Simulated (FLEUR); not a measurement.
# NiO: which magnetic order is lowest, part 2 of 2

Aim: find out whether NiO carries moments, and which collinear order costs least.

FLEUR MaX-R8.1; PBE with U = 6 eV on Ni d; all-electron FLAPW, Dirac cores, scalar-relativistic bands.

So far, largest spin moment in the muffin-tin sphere (μB): step 2 (start 1: ferro +) 1.79.

**3. Order 2, typed as antiferro q=(0,1/2,1/2) +-**

Reversing part of the moments tests the sign of the couplings between them.

The cell is doubled to 4 atoms to hold this order. The mesh is halved along the doubled vector, so that both cells sample the same points. The k list default-1 (kpts.xml, not shown) is a Γ-centred 12×6×12 mesh.

inp.xml reads:

```
<?xml version="1.0" encoding="UTF-8" standalone="no"?>
<fleurInput fleurInputVersion="0.39">
   <comment>
      NiO
   </comment>
   <calculationSetup>
      <cutoffs Kmax="4.32" Gmax="13.0" GmaxXC="13.0" numbands="0"/>
      <scfLoop itmax="120" minDistance="0.0001" maxIterBroyd="15" imix="Anderson" alpha="0.05" precondParam="0.0" spinf="2.0" sdNocoIR="T"/>
      <coreElectrons ctail="T" frcor="F" kcrel="0" coretail_lmax="0"/>
      <xcFunctional name="pbe" relativisticCorrections="F"/>
      <magnetism jspins="2"/>
      <soc l_soc="F" theta="0.0" phi="0.0" spav="F"/>
      <expertModes spex="0" secvar="F"/>
      <geometryOptimization l_f="F" forcealpha="1.0" forcemix="BFGS" epsdisp="0.00001" epsforce="0.00001"/>
      <ldaU l_linMix="F" mixParam="0.05" spinf="1.0"/>
   </calculationSetup>
   <cell>
      <bzIntegration valenceElectrons="48.0" mode="hist" fermiSmearingEnergy="0.00367493">
         <kPointListSelection listName="default-1"/>
         <xi:include xmlns:xi="http://www.w3.org/2001/XInclude" href="kpts.xml"> </xi:include>
      </bzIntegration>
      <xi:include xmlns:xi="http://www.w3.org/2001/XInclude" href="sym.xml"> </xi:include>
      <bulkLattice scale="1.0">
         <bravaisMatrix>
            <row-1>    0.0000000000000000     3.9417828250996005     3.9417828250996005</row-1>
            <row-2>    7.8835656501992011     0.0000000000000000     7.8835656501992011</row-2>
            <row-3>    7.8835656501992011     3.9417828250996005     3.9417828250996005</row-3>
         </bravaisMatrix>
      </bulkLattice>
   </cell>
   <atomSpecies>
      <species name="Nickel (Ni2.000" element="Ni" atomicNumber="28">
         <mtSphere radius="2.46" gridPoints="813" logIncrement="0.015"/>
         <atomicCutoffs lmax="10" lnonsphr="8"/>
         <electronConfig flipSpins="F">
            <coreConfig>(1s1/2) (2s1/2) (2p1/2) (2p3/2)</coreConfig>
            <valenceConfig>(3s1/2) (3p1/2) (3p3/2) (4s1/2) (3d3/2) (3d5/2)</valenceConfig>
            <stateOccupation state="(3d3/2)" spinUp="2.0" spinDown="1.2"/>
            <stateOccupation state="(3d5/2)" spinUp="3.0" spinDown="1.8"/>
         </electronConfig>
         <energyParameters s="4" p="4" d="3" f="4"/>
         <ldaU l="2" U="6.0" J="0.0" l_amf="F"/>
         <lo type="SCLO" l="0" n="3" eDeriv="0"/>
         <lo type="SCLO" l="1" n="3" eDeriv="0"/>
      </species>
      <species name="Nickel (Ni-2.000" element="Ni" atomicNumber="28">
         <mtSphere radius="2.46" gridPoints="813" logIncrement="0.015"/>
         <atomicCutoffs lmax="10" lnonsphr="8"/>
         <electronConfig flipSpins="F">
            <coreConfig>(1s1/2) (2s1/2) (2p1/2) (2p3/2)</coreConfig>
            <valenceConfig>(3s1/2) (3p1/2) (3p3/2) (4s1/2) (3d3/2) (3d5/2)</valenceConfig>
            <stateOccupation state="(3d3/2)" spinUp="1.2" spinDown="2.0"/>
            <stateOccupation state="(3d5/2)" spinUp="1.8" spinDown="3.0"/>
         </electronConfig>
         <energyParameters s="4" p="4" d="3" f="4"/>
         <ldaU l="2" U="6.0" J="0.0" l_amf="F"/>
         <lo type="SCLO" l="0" n="3" eDeriv="0"/>
         <lo type="SCLO" l="1" n="3" eDeriv="0"/>
      </species>
      <species name="Oxygen (O)" element="O" atomicNumber="8">
         <mtSphere radius="1.39" gridPoints="461" logIncrement="0.023"/>
         <atomicCutoffs lmax="6" lnonsphr="4"/>
         <electronConfig flipSpins="F">
            <coreConfig>(1s1/2)</coreConfig>
            <valenceConfig>(2s1/2) (2p1/2) (2p3/2)</valenceConfig>
            <stateOccupation state="(2p1/2)" spinUp="0.666667" spinDown="0.666667"/>
            <stateOccupation state="(2p3/2)" spinUp="1.333333" spinDown="1.333333"/>
         </electronConfig>
         <energyParameters s="2" p="2" d="3" f="4"/>
      </species>
   </atomSpecies>
   <atomGroups>
      <atomGroup species="Nickel (Ni2.000">
         <relPos label="                   1">.0000000000 .0000000000 .0000000000</relPos>
         <force calculate="T" relaxXYZ="TTT"/>
      </atomGroup>
      <atomGroup species="Nickel (Ni-2.000">
         <relPos label="                   2">.0000000000 1.000/2.000 .0000000000</relPos>
         <force calculate="T" relaxXYZ="TTT"/>
      </atomGroup>
      <atomGroup species="Oxygen (O)">
         <relPos label="                   3">1.000/2.000 .0000000000 1.000/2.000</relPos>
         <force calculate="T" relaxXYZ="TTT"/>
      </atomGroup>
      <atomGroup species="Oxygen (O)">
         <relPos label="                   4">1.000/2.000 1.000/2.000 1.000/2.000</relPos>
         <force calculate="T" relaxXYZ="TTT"/>
      </atomGroup>
   </atomGroups>
   <output dos="F" band="F" slice="F">
      <bandDOS minEnergy="-.5*Htr" maxEnergy="0.5*Htr" sigma="0.015" storeEVData="T"/>
      <plotting iplot="0" polar="F">
         <plot TwoD="T" vec1="  1.0  0.0  0.0" vec2="  0.0  1.0  0.0" vec3="  0.0  0.0  1.0" zero="  0.0  0.0  0.0" file="plot"/>
      </plotting>
      <moessbauerParams electricFieldGradient="F" isomerShift="F" coreHyperfine="F" valenceHyperfine="F"/>
   </output>
</fleurInput>
```

crystal.txt reads:

```
NiO
&input film=F cartesian=F /
0.00000000000  2.08590164140  2.08590164140
4.17180328280  0.00000000000  4.17180328280
4.17180328280  2.08590164140  2.08590164140
1.8897261246
1.0 1.0 1.0

4
28 0.00000000000  0.00000000000  0.00000000000 : 2.000
28 0.00000000000  0.50000000000  0.00000000000 : -2.000
8 0.50000000000  0.00000000000  0.50000000000
8 0.50000000000  0.50000000000  0.50000000000

&kpt div1=12 div2=6 div3=12 gamma=T /
```

Launch:

```console
$ OMP_NUM_THREADS=1 inpgen -f crystal.txt > inpgen.log  # inp.xml is then edited as shown
$ OMP_NUM_THREADS=1 mpirun -n 2 fleur_MPI > fleur.log
```

What it wrote:

```text
[banner, memory and clock lines left out]
Welcome to FLEUR        (www.flapw.de)
      MaX-Release 8.1          (www.max-centre.eu)

 ========== k-point set info ==========
 Selected k-point list: default-1
 k-point list type: mesh
 12 x 6 x 12
 Number of k points: 242

 ------------Calculation Setup---------------------------
 Number of PE/node        :            2
 Number of OMP-threads    :            1
 k-points in parallel     :            2
 pe's per k-point         :            1
 No of k-point loops      :          121
 Eigenvalue solver        :       lapack
 Number of basis functions:          376
 Approximate size of matrices (H+S) per k-point:         0.002 GB
 no density matrix found ... skipping LDA+U
 Reset of history
 Iteration:     1   Distance:      31.14140795 me/bohr^3
 Iteration:     2   Distance:      39.52601875 me/bohr^3
 Iteration:     3   Distance:      36.76299209 me/bohr^3
 Iteration:     4   Distance:      20.26299313 me/bohr^3
 Iteration:     5   Distance:      10.58974792 me/bohr^3
 Iteration:     6   Distance:       8.85839225 me/bohr^3
 Iteration:     7   Distance:       1.66306174 me/bohr^3
 Iteration:     8   Distance:       1.29672244 me/bohr^3
 Iteration:     9   Distance:       0.31798703 me/bohr^3
 Iteration:    10   Distance:       0.31271678 me/bohr^3
 Iteration:    11   Distance:       0.06269517 me/bohr^3
 Iteration:    12   Distance:       0.04612787 me/bohr^3
 Iteration:    13   Distance:       0.00322780 me/bohr^3
 Iteration:    14   Distance:       0.00555024 me/bohr^3
 Iteration:    15   Distance:       0.00049014 me/bohr^3
 Iteration:    16   Distance:       0.00059696 me/bohr^3
 Iteration:    17   Distance:       0.00048964 me/bohr^3
 Iteration:    18   Distance:       0.00023764 me/bohr^3
 Iteration:    19   Distance:       0.00002702 me/bohr^3

 ********************************************************************
 Run finished successfully
 Stop message:
   all done
 ********************************************************************

--- out.xml (last complete iteration) ---
<iteration numberForCurrentRun="   19" overallNumber="   19">
         [... left out ...]
         <bandgap value="2.5185686850" units="eV"/>
         <sumValenceSingleParticleEnergies value="-35.6700371311" units="Htr"/>
         <FermiEnergy value="0.2979150691" units="Htr"/>
         <valenceDensity>
            <mtCharges spin="1">
               <mtCharge atomType="1" total="9.5602423" s="1.2042487" p="3.2594927" d="5.0154277" f="0.0566008"/>
               <mtCharge atomType="2" total="7.7608807" s="1.1878449" p="3.2410461" d="3.2528842" f="0.0556699"/>
               <mtCharge atomType="3" total="2.2031294" s="0.6822947" p="1.5179225" d="0.0024669" f="0.0003705"/>
               <mtCharge atomType="4" total="2.2635774" s="0.6892512" p="1.5708340" d="0.0029929" f="0.0004152"/>
            </mtCharges>
            <mtCharges spin="2">
               <mtCharge atomType="1" total="7.7608807" s="1.1878449" p="3.2410461" d="3.2528842" f="0.0556699"/>
               <mtCharge atomType="2" total="9.5602423" s="1.2042487" p="3.2594927" d="5.0154277" f="0.0566008"/>
               <mtCharge atomType="3" total="2.2635774" s="0.6892512" p="1.5708340" d="0.0029929" f="0.0004152"/>
               <mtCharge atomType="4" total="2.2031294" s="0.6822947" p="1.5179225" d="0.0024669" f="0.0003705"/>
            </mtCharges>
            <spinDependentCharge spin="1" total="24.0000000" interstitial="2.2121703" mtSpheres="21.7878297"/>
            <spinDependentCharge spin="2" total="24.0000000" interstitial="2.2121703" mtSpheres="21.7878297"/>
            <totalCharge value="48.0000000000"/>
         </valenceDensity>
         [... left out ...]
         <magneticMomentsInMTSpheres units="muBohr">
            <globalMagMoment atomType="1" vec="0.00000   0.00000   1.79936"/>
            <localMagMoment atomType="1" vec="0.00000   0.00000   1.79936"/>
            <globalMagMoment atomType="2" vec="0.00000   0.00000  -1.79936"/>
            <localMagMoment atomType="2" vec="0.00000   0.00000  -1.79936"/>
            <globalMagMoment atomType="3" vec="0.00000   0.00000  -0.06045"/>
            <localMagMoment atomType="3" vec="0.00000   0.00000  -0.06045"/>
            <globalMagMoment atomType="4" vec="0.00000   0.00000   0.06045"/>
            <localMagMoment atomType="4" vec="0.00000   0.00000   0.06045"/>
         </magneticMomentsInMTSpheres>
         [... left out ...]
         <totalEnergy value="    -3191.9921316004" units="Htr">
            <sumOfEigenvalues value="    -1820.4051320187">
               <coreElectrons value="-1784.7350948877"/>
               <valenceElectrons value="-35.6700371311"/>
            </sumOfEigenvalues>
            <densityCoulombPotentialIntegral value="-4871.8233520076"/>
            <densityEffectivePotentialIntegral value="-5059.1515155375"/>
            <chargeDenXCDenIntegral value="-144.3742504695"/>
            <FockExchangeEnergyValence value="0.0000000000"/>
            <FockExchangeEnergyCore value="0.0000000000"/>
         [... left out ...]
            <dftUCorrection value="-1.7548227682"/>
            <tkbTimesEntropy value="0.0000000000"/>
            <freeEnergy value="-3191.9921316004"/>
            <extrapolationTo0K value="-3191.9921316004"/>
         </totalEnergy>
         [... left out ...]
         <ldaUDensityMatrixConvergence>
            <distance spin="1" distance="0.000000"/>
            <distance spin="2" distance="0.000000"/>
         </ldaUDensityMatrixConvergence>
         <densityConvergence units="me/bohr^3">
            <chargeDensity spin="1" distance="0.0000171070"/>
            <chargeDensity spin="2" distance="0.0000171077"/>
            <overallChargeDensity distance="0.0000270217"/>
            <spinDensity distance="0.0000209873"/>
         </densityConvergence>
      </iteration>
```

The job ended after 5.1 min (2 MPI ranks of Intel Xeon 6975P-C (Granite Rapids), shared host; peak memory 0.29 GiB; 10 min of CPU time).

Spin moment in the muffin-tin sphere by atom:

```csv
atom,spin moment in the muffin-tin sphere (μB)
Ni1,1.80
Ni2,-1.80
O3,-0.06
O4,0.06
```

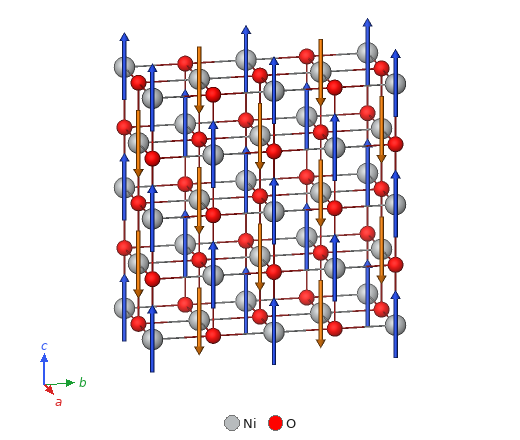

Spin moment in the muffin-tin sphere as arrows, the longest 1.80 μB. Up and down stand for the sign. Arrows give size and sign along the axis of quantisation, drawn up and down the page. The two directions have two colours. 1×2×2 conventional cells are drawn. Some periodic images of atoms are drawn too.

Read from the output:

| Item | Value |
| --- | --- |
| free energy | -86858.5308 eV |
| program's band gap on this mesh (in a metal only a level spacing) | 2.519 eV |
| magnetization | 0 μB |
| final state | antiferromagnetic |

It lies 9.31 meV a seeded atom over the first start, and its largest moment is 1.80 μB against 1.79 μB.

**4. Order 3, typed as antiferro q=(0,0,1/2) +-**

Another pattern of signs weighs the neighbour shells otherwise.

The cell is doubled to 4 atoms to hold this order. The mesh is halved along the doubled vector, so that both cells sample the same points. The k list default-1 (kpts.xml, not shown) is a Γ-centred 12×12×6 mesh.

inp.xml, as its differences from that of step 3:

```diff
@@ -25,4 +25,4 @@
             <row-1>    0.0000000000000000     3.9417828250996005     3.9417828250996005</row-1>
-            <row-2>    7.8835656501992011     0.0000000000000000     7.8835656501992011</row-2>
-            <row-3>    7.8835656501992011     3.9417828250996005     3.9417828250996005</row-3>
+            <row-2>    3.9417828250996005     0.0000000000000000     3.9417828250996005</row-2>
+            <row-3>    7.8835656501992011     7.8835656501992011     0.0000000000000000</row-3>
          </bravaisMatrix>
@@ -77,3 +77,3 @@
       <atomGroup species="Nickel (Ni-2.000">
-         <relPos label="                   2">.0000000000 1.000/2.000 .0000000000</relPos>
+         <relPos label="                   2">.0000000000 .0000000000 1.000/2.000</relPos>
          <force calculate="T" relaxXYZ="TTT"/>
@@ -81,7 +81,4 @@
       <atomGroup species="Oxygen (O)">
-         <relPos label="                   3">1.000/2.000 .0000000000 1.000/2.000</relPos>
-         <force calculate="T" relaxXYZ="TTT"/>
-      </atomGroup>
-      <atomGroup species="Oxygen (O)">
-         <relPos label="                   4">1.000/2.000 1.000/2.000 1.000/2.000</relPos>
+         <relPos label="                   3">1.000/2.000 1.000/2.000 1.000/4.000</relPos>
+         <relPos label="                   4">1.000/2.000 1.000/2.000 -1.000/4.000</relPos>
          <force calculate="T" relaxXYZ="TTT"/>
```

crystal.txt reads:

```
NiO
&input film=F cartesian=F /
0.00000000000  2.08590164140  2.08590164140
2.08590164140  0.00000000000  2.08590164140
4.17180328280  4.17180328280  0.00000000000
1.8897261246
1.0 1.0 1.0

4
28 0.00000000000  0.00000000000  0.00000000000 : 2.000
28 0.00000000000  0.00000000000  0.50000000000 : -2.000
8 0.50000000000  0.50000000000  0.25000000000
8 0.50000000000  0.50000000000  0.75000000000

&kpt div1=12 div2=12 div3=6 gamma=T /
```

What it wrote:

```text
[banner, memory and clock lines left out]
Welcome to FLEUR        (www.flapw.de)
      MaX-Release 8.1          (www.max-centre.eu)

 ========== k-point set info ==========
 Selected k-point list: default-1
 k-point list type: mesh
 12 x 12 x 6
 Number of k points: 242

 [... set-up left out ...]
 no density matrix found ... skipping LDA+U
 Reset of history
 Iteration:     1   Distance:      35.60412286 me/bohr^3
 Iteration:     2   Distance:      39.16220440 me/bohr^3
 Iteration:     3   Distance:      36.36318300 me/bohr^3
[...]
[... left out ...]
            <freeEnergy value="-3191.9990746462"/>
            <extrapolationTo0K value="-3191.9990746462"/>
         </totalEnergy>
         [... left out ...]
         <ldaUDensityMatrixConvergence>
            <distance spin="1" distance="0.000000"/>
            <distance spin="2" distance="0.000000"/>
         </ldaUDensityMatrixConvergence>
         <densityConvergence units="me/bohr^3">
            <chargeDensity spin="1" distance="0.0000084447"/>
            <chargeDensity spin="2" distance="0.0000084318"/>
            <overallChargeDensity distance="0.0000095769"/>
            <spinDensity distance="0.0000138961"/>
         </densityConvergence>
      </iteration>
```

Wall time 5.3 min (2 MPI ranks); peak memory 0.3 GiB.

Spin moment in the muffin-tin sphere by atom:

```csv
atom,spin moment in the muffin-tin sphere (μB)
Ni1,1.70
Ni2,-1.70
O3,0.00
O4,0.00
```

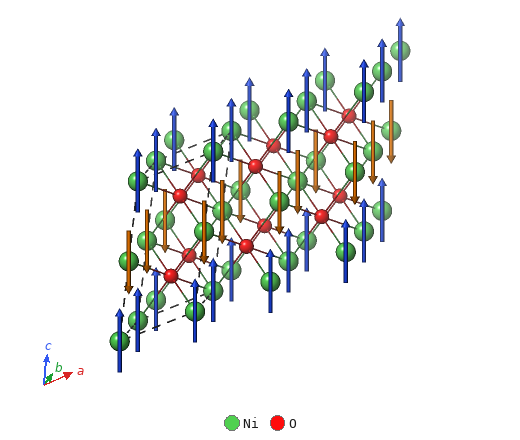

Spin moment in the muffin-tin sphere as arrows, the longest 1.70 μB. Up and down stand for the sign. Arrows give size and sign along the axis of quantisation, drawn up and down the page. The two directions have two colours. Bonds to atoms that aren't drawn are left out. 3×2×1 cells are drawn. Some periodic images of atoms are drawn too.

Read from the output:

```yaml
free_energy: -86858.7197 eV
program_s_band_gap_on_this_mesh_in_a_metal_only_a_level_spacing: 3.361 eV
magnetization: 0 μB
final_state: antiferromagnetic
```

It lies 85.2 meV a seeded atom under the first start, and its largest moment is 1.70 μB against 1.79 μB.

**5. Ranking**

Free energies are divided by the number of seeded atoms, so that cells of unlike size compare. Wavevectors q in the names are fractions of the primitive cell's reciprocal vectors.

Orders:

```csv
start,final state,typed order kept,energy over the lowest (meV a seeded atom),largest sphere moment (μB),net moment (μB a primitive cell),mesh matched,CPU time (s)
ferro +,ferromagnetic,yes,85.16,1.789,2,yes,36.4
"antiferro q=(0,1/2,1/2) +-",antiferromagnetic,yes,94.47,1.799,0,yes,597.1
"antiferro q=(0,0,1/2) +-",antiferromagnetic,yes,0,1.7,0,yes,630.5
```

**6. Results**

| Quantity | Value |
| --- | --- |
| lowest state found | antiferromagnetic (typed antiferro q=(0,0,1/2) +-) |
| largest site spin moment | 1.70 μB |
| next finished state | ferromagnetic, 85.2 meV a seeded atom higher |

In words: The lowest state found is antiferromagnetic, reached from the start antiferro q=(0,0,1/2) +-, with moments up to 1.70 μB. The next finished state costs 85 meV a seeded atom. Only 3 starts were tried; other patterns of signs, canted and longer-period orders were not.

[Logs and program files are shortened in this print: banners, set-up blocks, solver, clock and traceback lines can be left out without a mark of their own.]

[Logs are printed without paths, hosts, clocks, repeated set-up lines and the standing remarks that a program may print on its own settings, such as how far it seeks lower states.]

[Hosts, paths, dates, database ids (printed as entryN), source tags and the programs' standing remarks are cut or masked in the printed files.]

[Where a cell is said to come from a database of computed structures, the database is the Materials Project.]
